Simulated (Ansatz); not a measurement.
# Ca3PbO (model cell, started as antiperovskite): from the cell to its phonons

Task: relax Ca3PbO (model cell, started as antiperovskite), then find its harmonic phonons.

Main program and level: Ansatz 0.2.0; DFT LDA, scalar-relativistic, plane waves, PAW; PAW set soft_1.

## (1) Set-up

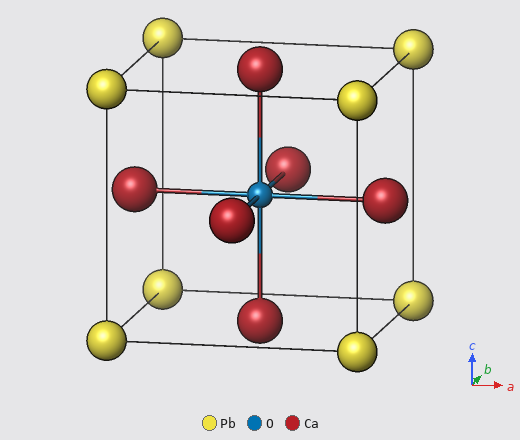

The cell as given, slightly off an axis (lead yellow, oxygen blue, calcium red). Some periodic images of atoms are drawn too.

## (2) Bringing the structure to rest

The cell and atoms are relaxed, since residual forces and stress would shift the frequencies.

Input file input.yaml:

```yaml
crystal:
  lattice:
    - [4.896, 0.0, 0.0]
    - [0.0, 4.896, 0.0]
    - [0.0, 0.0, 4.896]
  atoms:
    - { symbol: Pb, position: [0.0, 0.0, 0.0] }
    - { symbol: O, position: [0.5, 0.5, 0.5] }
    - { symbol: Ca, position: [0.5, 0.5, 0.0] }
    - { symbol: Ca, position: [0.5, 0.0, 0.5] }
    - { symbol: Ca, position: [0.0, 0.5, 0.5] }
kpoints:
  mp_grid: { grid: [8, 8, 8] }
hamiltonian:
  xc: lda
  pseudopotentials: { kind: paw, azcp: { folder: soft_1 }, xc_functional: pbe }
scf:
  occupations: { method: gaussian, width: 0.1 }
output:
  forces: true
  stress: true
  eigenvalues: true
relax:
  adjacent_minimum: "off"
  f_tol: 0.005
  max_steps: 80
  cell: { stress_tol: 0.05 }
```

Started as:

```bash
$ ansatz run input.yaml --threads 4 --pin off --max-ram 16384MiB --backend cpu --events-out ev --progress --plain --runs-dir out
```

Numbers of over 12 decimals in the logs are rounded to 6 here.

Log:

```text
Engine: ansatz 0.2.0, aarch64-unknown-linux-gnu
Pseudopotentials: kind: paw
Pseudopotential: Pb, paw, valence charge 14, recommended cutoff 420 eV (normal), soft_1/Pb.paw.azcp
Pseudopotential: O, paw, valence charge 6, recommended cutoff 420 eV (normal), soft_1/O.paw.azcp
Pseudopotential: Ca, paw, valence charge 10, recommended cutoff 420 eV (normal), soft_1/Ca.paw.azcp
Functional definition: SPW92
  exchange = slater_x
  correlation = pw_c
Crystal: 5 atoms, lattice volume = 117.361 Å³
Basis set: ecut = 420 eV, 2301 PW (Γ)
Bands: 30, of which v1, the nominal top of the filled ones, is band 25 counted from 1 (24 counted from 0)
Symmetry: 48 space group operations
Space group: Pm-3m (ITA 221), of the structure as read, at distance tolerance 4.9e-5 Å
k-points: 35 of 512
Non-local potential: Pb, projectors of the file, l = 0: 2, l = 1: 2, l = 2: 2, l = 3: 1
Non-local potential: O, projectors of the file, l = 0: 2, l = 1: 2, l = 2: 1
Non-local potential: Ca, projectors of the file, l = 0: 3, l = 1: 2, l = 2: 2
PAW form: soft (Blöchl's): semilocal exchange-correlation on the pseudo side does not see the compensation charge
PAW frozen core: Pb, regenerated for the run's functional, and the local potential with it (the file was generated under x = pbe(κ = 0.804, μ = 0.219515), c = pbe(β = 0.066725))
PAW frozen core: O, regenerated for the run's functional, and the local potential with it (the file was generated under x = pbe(κ = 0.804, μ = 0.219515), c = pbe(β = 0.066725))
PAW frozen core: Ca, regenerated for the run's functional, and the local potential with it (the file was generated under x = pbe(κ = 0.804, μ = 0.219515), c = pbe(β = 0.066725))
PAW one-centre angular grid: Pb, 590 points (default); XC on 64 Gauss nodes
PAW one-centre angular grid: O, 110 points (default); XC on 64 Gauss nodes
PAW one-centre angular grid: Ca, 110 points (default); XC on 64 Gauss nodes
Initial density: superposition of atomic densities (chi_scale 0.1, normalization cell, long waves kept (reshape's long-wave potential 0.00 eV rms))
Initial wavefunctions: pseudopotential atomic-orbital guess
Functional: x = slater, c = lda
SCF iter   1: F=—  HF=-17486.860032 eV  |F-HF|=—  |Δ(HF+E_count)|=         —  Δρ=1.13e-1  dr2=1.75e1  ethr=3.10e-3  ⟨swp⟩=9.5  Hψ=5477  notcnv=0
preconditioner: auto → Resta (q_TF=auto, 2.367 Å⁻¹)  ε∞=4.7  [insulator: Δε(μ)=0.160 eV  Ē_g=9.071 eV  σ=0.100 eV  W_gap=0.58  n_scr=26 (ndim 8)  ℏωp=17.5 eV  f_vac=0.000  D(μ)=0.51/eV (n_scr^D=0)  ε∞_Penn≈4.7]
SCF iter   2: F=—  HF=-17483.865874 eV  |F-HF|=—  |Δ(HF+E_count)|=    2.99e0  Δρ=6.42e-2  dr2=3.86e0  ethr=3.10e-3  ⟨swp⟩=4.1  Hψ=2831  notcnv=0  defer=27
SCF iter   3: F=—  HF=-17483.130963 eV  |F-HF|=—  |Δ(HF+E_count)|=   7.35e-1  Δρ=1.40e-2  dr2=2.38e-1  ethr=3.10e-3  ⟨swp⟩=2.9  Hψ=1976  notcnv=0  defer=30
SCF iter   4: F=—  HF=-17483.120754 eV  |F-HF|=—  |Δ(HF+E_count)|=   1.02e-2  Δρ=5.34e-3  dr2=2.75e-2  ethr=4.75e-4  ⟨swp⟩=2.3  Hψ=1942  notcnv=0  defer=30
SCF iter   5: F=—  HF=-17483.123664 eV  |F-HF|=—  |Δ(HF+E_count)|=   2.91e-3  Δρ=1.48e-3  dr2=3.00e-3  ethr=5.50e-5  ⟨swp⟩=2.1  Hψ=1292  notcnv=0  defer=30
SCF iter   6: F=—  HF=-17483.123155 eV  |F-HF|=—  |Δ(HF+E_count)|=   5.10e-4  Δρ=2.15e-4  dr2=8.77e-5  ethr=6.01e-6  ⟨swp⟩=2.0  Hψ=1465  notcnv=0  defer=30
SCF iter   7: F=—  HF=-17483.123149 eV  |F-HF|=—  |Δ(HF+E_count)|=   5.64e-6  Δρ=5.56e-5  dr2=3.74e-6  ethr=1.75e-7  ⟨swp⟩=2.0  Hψ=1467  notcnv=0  defer=30
SCF iter   8: F=—  HF=-17483.123148 eV  |F-HF|=—  |Δ(HF+E_count)|=   7.77e-7  Δρ=1.18e-5  dr2=2.25e-7  ethr=7.48e-9  ⟨swp⟩=2.7  Hψ=1900  notcnv=0  defer=30
SCF iter   9: F=-17483.123148 eV  HF=-17483.123148 eV  |F-HF|=2.54e-8  |Δ(HF+E_count)|=   3.29e-8  Δρ=3.87e-6  dr2=3.04e-8  ethr=2.00e-10  ⟨swp⟩=11.7  Hψ=5099  notcnv=0
SCF 1 converged in 9 iterations: F = -17483.123148 eV  dr2 = 3.04e-8
  greatest PAW one-centre occupation: 0.996 electrons in one spin orbital (limit 2), on the Ca atom at site 4 (counted from 0), in its partial waves of l = 0
relax step   1: F+E_penalty+E_count = -17483.12314833 eV  Δ(F+E_penalty+E_count) = +0.000e0 eV  max|allowed force component| = 2.540e-29 eV/Å  Δτ_max = 0.0000 Å  P = -5.368 GPa  Ω = 117.361 Å³  (9 SCF iters, dr2 threshold 1.00e-7 eV, accepted)
Crystal: 5 atoms, lattice volume = 101.788 Å³
Basis set: ecut = 420 eV, 1935 PW (Γ)
Initial density: handed on by an earlier stage of this run
Initial wavefunctions: those handed on with the density
iter 1 solved again at ethr=1.94e-4 eV; its pass at ethr=3.10e-3 eV (dr2=9.69e-2 eV) is discarded
SCF iter   1: F=—  HF=-17483.347429 eV  |F-HF|=—  |Δ(HF+E_count)|=         —  Δρ=6.81e-3  dr2=9.83e-2  ethr=1.94e-4  ⟨swp⟩=1.0  Hψ=5863  notcnv=0
preconditioner: auto → Resta (q_TF=auto, 2.423 Å⁻¹)  ε∞=3.2  [insulator: Δε(μ)=0.124 eV  Ē_g=16.534 eV  σ=0.100 eV  W_gap=0.58  n_scr=26 (ndim 8)  ℏωp=24.4 eV  f_vac=0.000  D(μ)=0.21/eV (n_scr^D=0)  ε∞_Penn≈3.2]
SCF iter   2: F=—  HF=-17483.315752 eV  |F-HF|=—  |Δ(HF+E_count)|=   3.17e-2  Δρ=3.45e-3  dr2=1.11e-2  ethr=1.94e-4  ⟨swp⟩=2.0  Hψ=1613  notcnv=0
SCF iter   3: F=—  HF=-17483.313493 eV  |F-HF|=—  |Δ(HF+E_count)|=   2.26e-3  Δρ=1.43e-3  dr2=1.70e-3  ethr=2.22e-5  ⟨swp⟩=2.0  Hψ=1505  notcnv=0
SCF iter   4: F=—  HF=-17483.313357 eV  |F-HF|=—  |Δ(HF+E_count)|=   1.36e-4  Δρ=8.59e-4  dr2=4.77e-4  ethr=3.40e-6  ⟨swp⟩=2.0  Hψ=1675  notcnv=0
SCF iter   5: F=—  HF=-17483.313314 eV  |F-HF|=—  |Δ(HF+E_count)|=   4.28e-5  Δρ=2.69e-4  dr2=4.96e-5  ethr=9.54e-7  ⟨swp⟩=2.0  Hψ=1371  notcnv=0
SCF iter   6: F=—  HF=-17483.313314 eV  |F-HF|=—  |Δ(HF+E_count)|=   3.40e-7  Δρ=4.48e-5  dr2=1.52e-6  ethr=9.91e-8  ⟨swp⟩=2.0  Hψ=1371  notcnv=0
SCF iter   7: F=-17483.313314 eV  HF=-17483.313314 eV  |F-HF|=6.33e-9  |Δ(HF+E_count)|=   3.62e-8  Δρ=4.16e-6  dr2=1.78e-8  ethr=1.00e-9  ⟨swp⟩=7.7  Hψ=4873  notcnv=0
SCF 2 converged in 7 iterations: F = -17483.313314 eV  dr2 = 1.78e-8
relax step   2: F+E_penalty+E_count = -17483.31331420 eV  Δ(F+E_penalty+E_count) = -1.902e-1 eV  max|allowed force component| = 1.578e-29 eV/Å  Δτ_max = 0.0000 Å  P = +2.694 GPa  Ω = 101.788 Å³  energy of the carried Pulay correction = +1.016e-2 eV  (7 SCF iters, dr2 threshold 5.00e-7 eV, accepted)
Crystal: 5 atoms, lattice volume = 106.510 Å³
Basis set: ecut = 420 eV, 2103 PW (Γ)
iter 1 solved again at ethr=1.99e-5 eV; its pass at ethr=3.10e-3 eV (dr2=9.95e-3 eV) is discarded
SCF iter   1: F=—  HF=-17483.345652 eV  |F-HF|=—  |Δ(HF+E_count)|=         —  Δρ=2.27e-3  dr2=1.19e-2  ethr=1.99e-5  ⟨swp⟩=1.9  Hψ=5750  notcnv=0
preconditioner: auto → Resta (q_TF=auto, 2.405 Å⁻¹)  ε∞=3.1  [insulator: Δε(μ)=0.120 eV  Ē_g=16.650 eV  σ=0.100 eV  W_gap=0.60  n_scr=26 (ndim 8)  ℏωp=23.9 eV  f_vac=0.000  D(μ)=0.14/eV (n_scr^D=0)  ε∞_Penn≈3.1]
SCF iter   2: F=—  HF=-17483.341806 eV  |F-HF|=—  |Δ(HF+E_count)|=   3.85e-3  Δρ=1.04e-3  dr2=1.24e-3  ethr=1.99e-5  ⟨swp⟩=2.0  Hψ=1451  notcnv=0
SCF iter   3: F=—  HF=-17483.341515 eV  |F-HF|=—  |Δ(HF+E_count)|=   2.92e-4  Δρ=3.35e-4  dr2=7.53e-5  ethr=2.47e-6  ⟨swp⟩=2.0  Hψ=1290  notcnv=0
SCF iter   4: F=—  HF=-17483.341532 eV  |F-HF|=—  |Δ(HF+E_count)|=   1.69e-5  Δρ=2.12e-4  dr2=3.76e-5  ethr=1.51e-7  ⟨swp⟩=2.0  Hψ=1502  notcnv=0
SCF iter   5: F=—  HF=-17483.341525 eV  |F-HF|=—  |Δ(HF+E_count)|=   6.33e-6  Δρ=4.98e-5  dr2=2.74e-6  ethr=7.53e-8  ⟨swp⟩=2.0  Hψ=1439  notcnv=0
SCF iter   6: F=-17483.341525 eV  HF=-17483.341525 eV  |F-HF|=1.48e-8  |Δ(HF+E_count)|=   1.78e-7  Δρ=7.71e-6  dr2=5.76e-8  ethr=1.00e-9  ⟨swp⟩=6.9  Hψ=4791  notcnv=0
SCF 3 converged in 6 iterations: F = -17483.341525 eV  dr2 = 5.76e-8
  greatest PAW one-centre occupation: 0.996 electrons in one spin orbital (limit 2), on the Ca atom at site 2 (counted from 0), in its partial waves of l = 0
relax step   3: F+E_penalty+E_count = -17483.34152517 eV  Δ(F+E_penalty+E_count) = -2.821e-2 eV  max|allowed force component| = 4.071e-29 eV/Å  Δτ_max = 0.0000 Å  P = -0.437 GPa  Ω = 106.510 Å³  energy of the carried Pulay correction = +6.930e-3 eV  (6 SCF iters, dr2 threshold 5.00e-7 eV, accepted)
[...]
relax step   4: F+E_penalty+E_count = -17483.34298388 eV  Δ(F+E_penalty+E_count) = -1.459e-3 eV  max|allowed force component| = 8.940e-30 eV/Å  Δτ_max = 0.0000 Å  P = -0.027 GPa  Ω = 105.824 Å³  energy of the carried Pulay correction = +7.391e-3 eV  (5 SCF iters, dr2 threshold 4.78e-7 eV, accepted)
[...]
relax step   5: F+E_penalty+E_count = -17483.33853232 eV  Δ(F+E_penalty+E_count) = +4.452e-3 eV  max|allowed force component| = 1.559e-29 eV/Å  Δτ_max = 0.0000 Å  P = -0.102 GPa  Ω = 105.824 Å³  stress off target by 1.02e-1 GPa  SCF on the basis re-selected at this cell (its energy is not comparable with the rows above)  (6 SCF iters)
[...]
relax step   6: F+E_penalty+E_count = -17483.33869091 eV  Δ(F+E_penalty+E_count) = -1.586e-4 eV  max|allowed force component| = 7.757e-30 eV/Å  Δτ_max = 0.0000 Å  P = -0.002 GPa  Ω = 105.662 Å³  energy of the carried Pulay correction = +1.059e-4 eV  (5 SCF iters, dr2 threshold 2.58e-8 eV, accepted)
iter 1 solved again at ethr=4.33e-7 eV; its pass at ethr=3.10e-3 eV (dr2=2.16e-4 eV) is discarded
SCF iter   1: F=—  HF=-17483.338600 eV  |F-HF|=—  |Δ(HF+E_count)|=         —  Δρ=5.76e-6  dr2=9.14e-9  ethr=4.33e-7  ⟨swp⟩=3.0  Hψ=7938  notcnv=0
eigensolver tolerance schedule: the retry pair's looser diagonalisation over-reported the residual by 23678.57 of it (diagonalisation noise at an unbounded share of the residual, at the tolerance the schedule requests for it); recorded, not acted on — ethr = c·dr2/N_el stays at c = 1.0e-1
preconditioner: auto → Resta (q_TF=auto, 2.408 Å⁻¹)  ε∞=3.1  [insulator: Δε(μ)=0.120 eV  Ē_g=16.617 eV  σ=0.100 eV  W_gap=0.60  n_scr=26 (ndim 8)  ℏωp=24.0 eV  f_vac=0.000  D(μ)=0.13/eV (n_scr^D=0)  ε∞_Penn≈3.1]
SCF iter   2: F=—  HF=-17483.338597 eV  |F-HF|=—  |Δ(HF+E_count)|=   3.15e-6  Δρ=2.88e-6  dr2=4.04e-9  ethr=1.83e-11  ⟨swp⟩=3.3  Hψ=2669  notcnv=0
SCF iter   3: F=—  HF=-17483.338597 eV  |F-HF|=—  |Δ(HF+E_count)|=  2.44e-10  Δρ=1.53e-6  dr2=7.50e-10  ethr=8.07e-12  ⟨swp⟩=2.0  Hψ=1439  notcnv=0
SCF iter   4: F=-17483.338597 eV  HF=-17483.338597 eV  |F-HF|=1.46e-11  |Δ(HF+E_count)|=    0.00e0  Δρ=1.73e-7  dr2=2.95e-11  ethr=1.00e-12  ⟨swp⟩=4.3  Hψ=4137  notcnv=0
SCF 7 converged in 4 iterations: F = -17483.338597 eV  dr2 = 2.95e-11
relax step   7: F+E_penalty+E_count = -17483.33859724 eV  Δ(F+E_penalty+E_count) = +9.368e-5 eV  max|allowed force component| = 1.746e-29 eV/Å  Δτ_max = 0.0000 Å  P = -0.003 GPa  Ω = 105.662 Å³  stress off target by 3.44e-3 GPa  SCF on the basis re-selected at this cell (its energy is not comparable with the rows above)  (4 SCF iters)
basis re-selected at this cell: Δ(F+E_penalty+E_count) = +9.368e-5 eV, ΔP = -0.001 GPa vs the last step (what re-selecting the basis moved, of the pressure what is left beyond the Pulay correction that the steps carried, after the strain that the cell walked since its last selection, with what the two solves' SCF thresholds leave and, on support functions, any second-order correction that the steps lacked; it is no m [...]
SCF converged after 4 iterations
Free energy (F): -17483.338597 eV
Harris-Foulkes:  -17483.338597 eV  (|F-HF|=1.46e-11)
Internal energy: -17483.337925 eV  (E = F + TS)
E sigma→0 (E₀):  -17483.338261 eV
Entropy (-TS):   -0.000673 eV (-0.135 meV/atom)
Fermi energy:    10.386805 eV
--- Per-component energies (eV) ---
  E_band       = -380.714054
  E_kinetic    = 1234.057775
  E_local      = -3307.584217  (includes V_loc(G=0)·N_el)
  E_nonlocal   = 644.692824
  E_hartree    = 1150.527448
  E_xc         = -656.282197
  E_vxc        = -707.381170  (∫ρ·V_xc dr)
  E_paw        = -12715.575024  (= ΣΔE_a)
  E_vpaw       = -545.554818  (= ΣTr[D̂ρ^β])
  E_aug_tail   = 0.000765  (compensation charges beyond the density's cutoff)
  E_ewald      = -3834.044094
  E_core_change = 0.868796  (= ΣΔE_core)
  E_smearing   = -0.000673  (= −TS)
  E_closure    = -0.000000  (closes the sum)
  Σ components = -17483.338597   (vs F -17483.338597, Δ=0.00e0)
--- Forces (eV/Å), atoms counted from 1 ---
  atom   1  Pb     0.00000000    -0.00000000    -0.00000000
  atom   2  O     -0.00000000    -0.00000000    -0.00000000
  atom   3  Ca     0.00000000     0.00000000    -0.00000000
  atom   4  Ca     0.00000000    -0.00000000     0.00000000
  atom   5  Ca    -0.00000000    -0.00000000     0.00000000
  max |Σ_I F_I| component: 7.76e-30 eV/Å
--- Stress (GPa, compression-positive) ---
       -0.003443      -0.000000      -0.000000
       -0.000000      -0.003443       0.000000
       -0.000000       0.000000      -0.003443
  P = ⅓ Tr σ = -0.0034 GPa (-0.034 kbar)
--- Band table (eV; the first three rows and the last of 35) ---
  k-point 0: bands = [... 21 lower, 6.0589, 10.3197, 10.3197, 10.5693, 10.5693, 10.5693, 10.9669, 10.9669, ... 1 higher]
  k-point 1: bands = [... 21 lower, 6.0404, 9.2933, 10.1845, 10.1845, 10.4401, 10.9954, 11.0106, 11.4547, ... 1 higher]
  k-point 2: bands = [... 21 lower, 5.9964, 8.1274, 9.7810, 9.7810, 10.7775, 11.1279, 11.4246, 12.1620, ... 1 higher]
  k-point 34: bands = [... 21 lower, 4.7078, 8.7610, 8.7610, 8.7610, 11.4318, 11.4318, 11.4318, 12.9030, ... 1 higher]
--- Relaxed structure (5 steps of the walk, 5 accepted, 2 SCFs on fresh bases) ---
  F+E_penalty+E_count = -17483.33859724 eV   max|allowed force component| = 1.746e-29 eV/Å   (the final SCF, on the basis selected at the relaxed cell)
  cell:  # Å, volume = 105.6623 Å³
    - [4.727593, 0, 0]
    - [0, 4.727593, 0]
    - [0, 0, 4.727593]
  atoms:
    - { symbol: Pb, position: [0, 0, 0] }
    - { symbol: O, position: [0.5, 0.5, 0.5] }
    - { symbol: Ca, position: [0.5, 0.5, 0] }
    - { symbol: Ca, position: [0.5, 0, 0.5] }
    - { symbol: Ca, position: [0, 0.5, 0.5] }
```

The job ended after 14 s (4 threads of Arm Neoverse V2, shared host; peak memory 0.46 GiB; 50 s of CPU time).

Step by step:

```csv
step,energy less that of the first step (eV),largest force component (eV/Å),pressure (GPa),volume (Å³)
1,0.0000,0.0000,-5.37,117.36
2,-0.1902,0.0000,2.69,101.79
3,-0.2184,0.0000,-0.44,106.51
4,-0.2198,0.0000,-0.03,105.82
5*,-0.2154,0.0000,-0.10,105.82
6,-0.2155,0.0000,0.00,105.66
7*,-0.2154,0.0000,0.00,105.66
```

Relaxation steps marked * repeat the geometry before them on a plane-wave basis chosen anew for their cell, so energy and pressure can jump there.

The run keeps the 48 symmetry operations that it works with, so distortions that break them were not tested.

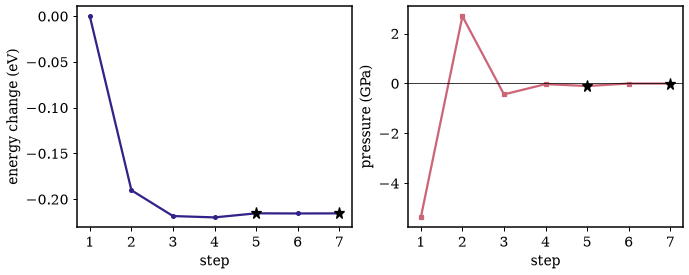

Energy and pressure along the relaxation. Stars mark steps on a basis chosen anew.

```csv
"conventional cell, symmetrised",before,after,change
a (Å),4.896,4.728,-3.4 %
b (Å),4.896,4.728,-3.4 %
c (Å),4.896,4.728,-3.4 %
volume (Å³/atom),23.47,21.13,-10.0 %
```

The relaxed structure:

```
Pb O Ca
1.0
     4.72759    0.00000    0.00000
     0.00000    4.72759    0.00000
     0.00000    0.00000    4.72759
Pb O Ca
1 1 3
Direct
  0.00000 0.00000 0.00000
  0.50000 0.50000 0.50000
  0.50000 0.50000 0.00000
  0.50000 0.00000 0.50000
  0.00000 0.50000 0.50000
```

Numbers from this step:

```
pressure          : -0.003443 GPa
volume per atom   : 21.13 Å³
gap on the k-mesh : 0 eV
```

In this step the volume went from 23.47 to 21.13 Å³/atom.

## (3) Relaxation

The relaxation is repeated from its end on the same settings, as a check that it has come to rest.

input.yaml, as its differences from that of step 2:

```diff
@@ -2,5 +2,5 @@
   lattice:
-    - [4.896, 0.0, 0.0]
-    - [0.0, 4.896, 0.0]
-    - [0.0, 0.0, 4.896]
+    - [4.7275928718, 0.0, 0.0]
+    - [0.0, 4.7275928718, 0.0]
+    - [0.0, 0.0, 4.7275928718]
   atoms:
```

Log:

```text
[...]
Crystal: 5 atoms, lattice volume = 105.662 Å³
Basis set: ecut = 420 eV, 2103 PW (Γ)
Bands: 30, of which v1, the nominal top of the filled ones, is band 25 counted from 1 (24 counted from 0)
Symmetry: 48 space group operations
[...]
k-points: 35 of 512
[...]
--- Relaxed structure (1 steps of the walk, 1 accepted, 1 SCFs on fresh bases) ---
[...]
cell:  # Å, volume = 105.6623 Å³
    - [4.7275928718, 0.0, 0.0]
    - [0.0, 4.7275928718, 0.0]
    - [0.0, 0.0, 4.7275928718]
  atoms:
    - { symbol: Pb, position: [0.0, 0.0, 0.0] }
    - { symbol: O, position: [0.5, 0.5, 0.5] }
    - { symbol: Ca, position: [0.5, 0.5, 0.0] }
    - { symbol: Ca, position: [0.5, 0.0, 0.5] }
    - { symbol: Ca, position: [0.0, 0.5, 0.5] }
[key lines of the parts left out:]
SCF converged after 5 iterations
Free energy (F): -17483.338597 eV
Fermi energy:    10.386806 eV
P = ⅓ Tr σ = -0.0034 GPa (-0.034 kbar)
```

Wall time 3.9 s (4 threads); peak memory 0.44 GiB.

Little changed from the start: no atom moved by 0.005 Å and no cell edge by 0.1 %.

This step gave:

- pressure: -0.003445 GPa

In this step the volume went from 21.13 to 21.13 Å³/atom.

## (4) Relaxing to small forces for the phonons

Phonons need a cell at rest on their own settings, so the relaxation is repeated with tight tolerances on forces and stress, using the mesh and the filling of the phonon run that follows.

input.yaml, as its differences from that of step 3:

```diff
@@ -17,3 +17,3 @@
 scf:
-  occupations: { method: gaussian, width: 0.1 }
+  occupations: { method: methfessel_paxton, width: 0.2 }
 output:
@@ -24,4 +24,4 @@
   adjacent_minimum: "off"
-  f_tol: 0.005
-  max_steps: 80
-  cell: { stress_tol: 0.05 }
+  f_tol: 0.001
+  max_steps: 60
+  cell: { stress_tol: 0.01 }
```

Log:

```text
[...]
Crystal: 5 atoms, lattice volume = 105.662 Å³
Basis set: ecut = 420 eV, 2103 PW (Γ)
Bands: 30, of which v1, the nominal top of the filled ones, is band 25 counted from 1 (24 counted from 0)
Symmetry: 48 space group operations
[...]
k-points: 35 of 512
[...]
--- Relaxed structure (1 steps of the walk, 1 accepted, 1 SCFs on fresh bases) ---
[...]
cell:  # Å, volume = 105.6623 Å³
    - [4.7275928718, 0.0, 0.0]
    - [0.0, 4.7275928718, 0.0]
    - [0.0, 0.0, 4.7275928718]
  atoms:
    - { symbol: Pb, position: [0.0, 0.0, 0.0] }
    - { symbol: O, position: [0.5, 0.5, 0.5] }
    - { symbol: Ca, position: [0.5, 0.5, 0.0] }
    - { symbol: Ca, position: [0.5, 0.0, 0.5] }
    - { symbol: Ca, position: [0.0, 0.5, 0.5] }
[key lines of the parts left out:]
SCF converged after 7 iterations
Free energy (F): -17483.338055 eV
Fermi energy:    10.381218 eV
P = ⅓ Tr σ = -0.0036 GPa (-0.036 kbar)
```

Elapsed: 4.8 s, on 4 threads; peak memory 0.45 GiB.

Little changed from the start: no atom moved by 0.005 Å and no cell edge by 0.1 %.

Numbers from this step:

```
pressure : -0.003621 GPa
```

The forces vanish by symmetry and the pressure is -0.004 GPa, within the tolerances set. The cell now holds 21.13 Å³/atom.

(Part 1 of 2 ends here.)

[Logs are printed without paths, hosts, clocks, repeated set-up lines and the standing remarks that a program may print on its own settings, such as how far it seeks lower states.]

[Hosts, paths, dates, database ids (printed as entryN), source tags and the programs' standing remarks are cut or masked in the printed files.]
